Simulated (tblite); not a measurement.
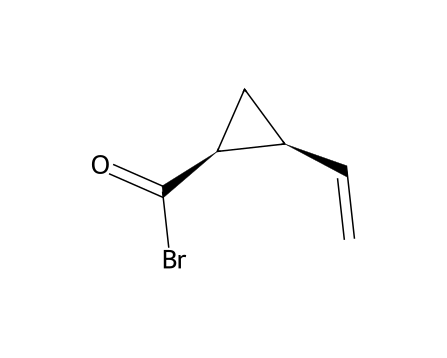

Simulated data, not a measurement (program: tblite).

2D structure.

> Write the SMILES.

C=C[C@@H]1C[C@@H]1C(=O)Br

> Give the formula, hydrogens included.

C6H7BrO.

> An optimisation with GFN2-xTB gave a structure of which point group?

C1.
